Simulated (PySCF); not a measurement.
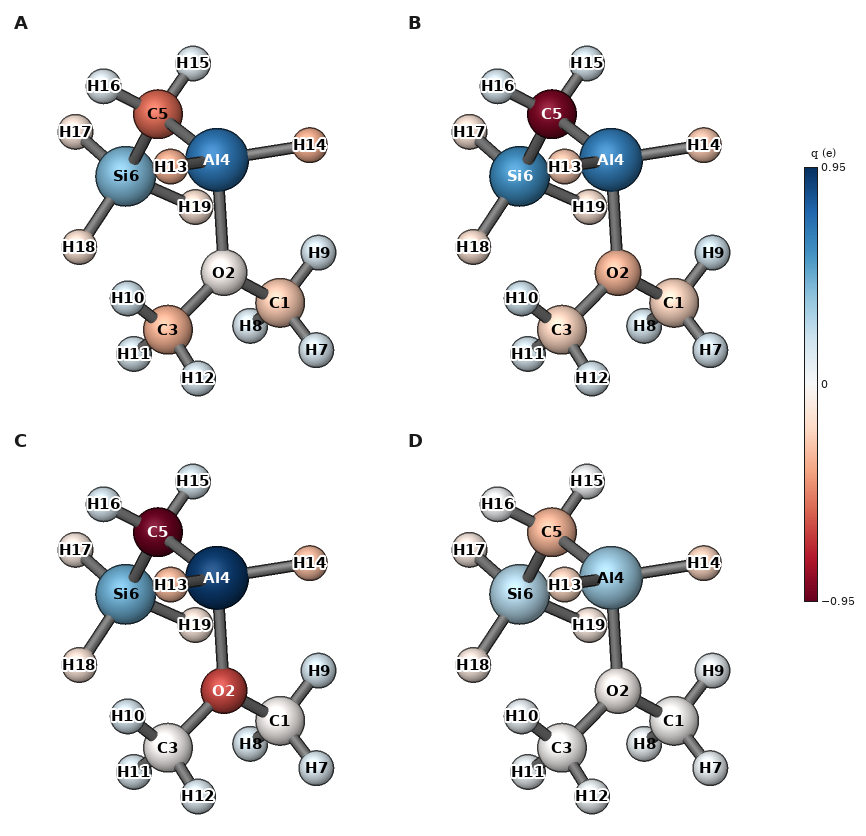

Atomic charges of one calculation by 4 schemes, on one colour scale. The geometry was computed by an optimisation with GFN2-xTB. No frequency run is at hand to confirm it as a minimum. Computed with PBE0/pcSseg-1 (PySCF 2.14.0).

### The schemes are ESP-fitted, Hirshfeld, IAO, Mulliken. Which panel shows which?

A ESP-fitted, B IAO, C Mulliken, D Hirshfeld.

List the charges (e), one line for each set of equivalent atoms.

```json
{"atom": "C1", "ESP-fitted": "−0.25", "IAO": "−0.20", "Mulliken": "−0.03", "Hirshfeld": "−0.01"}
{"atom": "O2", "ESP-fitted": "−0.04", "IAO": "−0.31", "Mulliken": "−0.63", "Hirshfeld": "−0.03"}
{"atom": "C3", "ESP-fitted": "−0.33", "IAO": "−0.21", "Mulliken": "−0.02", "Hirshfeld": "−0.01"}
{"atom": "Al4", "ESP-fitted": "0.69", "IAO": "0.66", "Mulliken": "0.91", "Hirshfeld": "0.35"}
{"atom": "C5", "ESP-fitted": "−0.54", "IAO": "−0.90", "Mulliken": "−0.94", "Hirshfeld": "−0.32"}
{"atom": "Si6", "ESP-fitted": "0.42", "IAO": "0.59", "Mulliken": "0.47", "Hirshfeld": "0.28"}
{"atom": "H7", "ESP-fitted": "0.14", "IAO": "0.15", "Mulliken": "0.13", "Hirshfeld": "0.06"}
{"atom": "H8", "ESP-fitted": "0.13", "IAO": "0.15", "Mulliken": "0.13", "Hirshfeld": "0.05"}
{"atom": "H9", "ESP-fitted": "0.15", "IAO": "0.18", "Mulliken": "0.16", "Hirshfeld": "0.06"}
{"atom": "H10", "ESP-fitted": "0.17", "IAO": "0.18", "Mulliken": "0.15", "Hirshfeld": "0.06"}
{"atom": "H11", "ESP-fitted": "0.15", "IAO": "0.15", "Mulliken": "0.13", "Hirshfeld": "0.05"}
{"atom": "H12", "ESP-fitted": "0.15", "IAO": "0.15", "Mulliken": "0.13", "Hirshfeld": "0.06"}
{"atom": "H13", "ESP-fitted": "−0.33", "IAO": "−0.25", "Mulliken": "−0.30", "Hirshfeld": "−0.20"}
{"atom": "H14", "ESP-fitted": "−0.33", "IAO": "−0.25", "Mulliken": "−0.29", "Hirshfeld": "−0.20"}
{"atom": "H15", "ESP-fitted": "0.11", "IAO": "0.15", "Mulliken": "0.16", "Hirshfeld": "0.03"}
{"atom": "H16", "ESP-fitted": "0.11", "IAO": "0.15", "Mulliken": "0.15", "Hirshfeld": "0.03"}
{"atom": "H17", "ESP-fitted": "−0.12", "IAO": "−0.12", "Mulliken": "−0.08", "Hirshfeld": "−0.09"}
{"atom": "H18", "ESP-fitted": "−0.14", "IAO": "−0.15", "Mulliken": "−0.12", "Hirshfeld": "−0.09"}
{"atom": "H19", "ESP-fitted": "−0.14", "IAO": "−0.14", "Mulliken": "−0.11", "Hirshfeld": "−0.09"}
```

The geometry is semi-empirical. Around Al, Si such bond lengths and angles can be off by a tenth of an ångström or more and by several degrees, and values that hang on the shape move with them.
